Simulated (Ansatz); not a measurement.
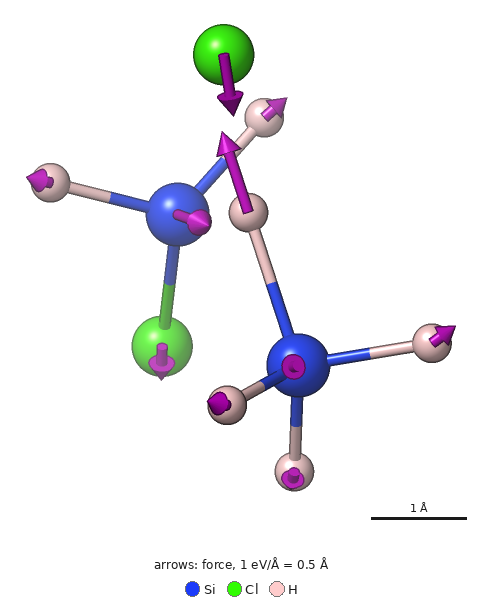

Starting geometry of Si2H6Cl2 with the computed forces as purple arrows. The picture is a ball-and-stick view, seen from a free direction.

The reaction that was planned forms Si1–Si7, Cl2–H6 and breaks Si1–Cl2, H6–Si7 (atoms numbered from 1 in input order).

Method: RKS PBE0-D4/def2-SVP (Ansatz).

Input file:
```yaml
crystal:
  periodic: [false, false, false]
  atoms:
    - {symbol: Si, position_ang: [-0.610800, -0.850400, -0.966700]}
    - {symbol: Cl, position_ang: [1.267500, -2.066600, 1.089300]}
    - {symbol: H, position_ang: [0.471000, -1.364800, -1.776900]}
    - {symbol: H, position_ang: [-1.473700, -1.739100, -0.220900]}
    - {symbol: Cl, position_ang: [-1.785900, 0.272900, -2.165100]}
    - {symbol: H, position_ang: [0.583200, -0.482100, 0.614900]}
    - {symbol: Si, position_ang: [0.357900, 1.193900, 0.732800]}
    - {symbol: H, position_ang: [-0.116800, 1.267100, 2.111000]}
    - {symbol: H, position_ang: [1.748400, 1.622200, 0.621900]}
    - {symbol: H, position_ang: [-0.440800, 2.146800, -0.040300]}
basis:
  gaussian: {orbitals: def2-SVP}
hamiltonian: {xc: pbe0, dispersion: d4}
relax: {f_tol: 0.04, max_steps: 150, escape_saddle: false, constraints: [{distance: [0, 6]}, {distance: [1, 5]}, {distance: [0, 1]}, {distance: [5, 6]}]}
```

Launched with:
```bash
ansatz run in.yaml --threads 4 --pin off --events-out ev --progress --plain --max-ram 9574MiB
```

**Is this structure relaxed? If not, where do the atoms go?**

It isn't relaxed: the largest force vector, on H6, is 1.81 eV/Å. The final displacements have little in common with the starting forces (cosine between the two patterns 0.27). The energy falls by 22.2 kJ/mol in 4 geometry steps. The largest force component goes from 0.63 to 0.017 eV/Å. Cl2 moves most after the best rigid fit: 0.32 Å. Largest moves by element: Cl 0.32 Å, H 0.25 Å, Si 0.03 Å. Near-neighbour distances that change, for instance: Si1–H6 2.016 → 1.760 Å, Cl2–Si7 3.404 → 3.188 Å, Si1–Cl5 2.020 → 2.070 Å, Si1–H3 1.446 → 1.476 Å. Bond angles that change, for instance: H8–Si7–H10 106.8° → 111.7°, H6–Si7–H8 99.1° → 94.2°, H6–Si7–H10 132.8° → 128.0°.
